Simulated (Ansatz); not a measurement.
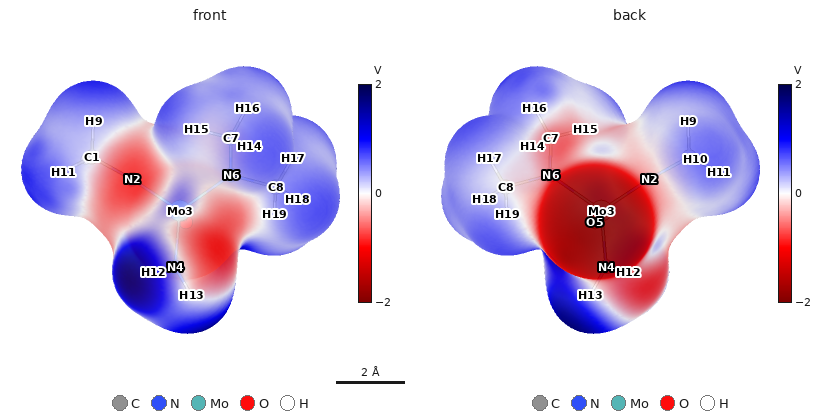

Figure. C$_{3}$H$_{11}$MoN$_{3}$O (SMILES C[N]=[Mo]([NH2])(=[O])[N](C)C). The electrostatic potential painted on the density surface at 0.002 e/bohr³, seen from the front and from behind; red is negative and blue positive.

Geometry: PBE0-D4/def2-TZVP; core potentials replace the inner electrons of Mo.

Level of theory: RKS PBE0-D4/def2-TZVPP (Ansatz 0.2.0).

```yaml
atoms:
  - { symbol: C, position_ang: [-1.9641, -1.7132, -1.7035] }
  - { symbol: N, position_ang: [-1.0399, -1.2406, -0.7331] }
  - { symbol: Mo, position_ang: [0.5670, -0.7497, -0.2928] }
  - { symbol: N, position_ang: [1.1375, -1.9631, 1.1239] }
  - { symbol: O, position_ang: [1.6782, -0.7826, -1.5717] }
  - { symbol: N, position_ang: [0.4023, 1.0631, 0.3652] }
  - { symbol: C, position_ang: [-0.7931, 1.7403, 0.7974] }
  - { symbol: C, position_ang: [1.5965, 1.8598, 0.5239] }
  - { symbol: H, position_ang: [-2.7944, -1.0053, -1.8060] }
  - { symbol: H, position_ang: [-1.5024, -1.8507, -2.6875] }
  - { symbol: H, position_ang: [-2.3895, -2.6705, -1.3820] }
  - { symbol: H, position_ang: [0.5304, -2.5824, 1.6351] }
  - { symbol: H, position_ang: [2.1066, -2.1311, 1.3473] }
  - { symbol: H, position_ang: [-0.7513, 1.9731, 1.8708] }
  - { symbol: H, position_ang: [-1.6683, 1.1181, 0.6168] }
  - { symbol: H, position_ang: [-0.9193, 2.6902, 0.2589] }
  - { symbol: H, position_ang: [1.5036, 2.8125, -0.0151] }
  - { symbol: H, position_ang: [1.7869, 2.0873, 1.5819] }
  - { symbol: H, position_ang: [2.4715, 1.3404, 0.1269] }
```

Q: Where is the surface potential most negative and most positive?

A: The most negative region (about −1.9 V, or −44 kcal/mol for a unit charge) lies over O5, the most positive (about +1.7 V, or +39 kcal/mol for a unit charge) over H12 and H13. O5 is the likeliest acceptor of a hydrogen bond.
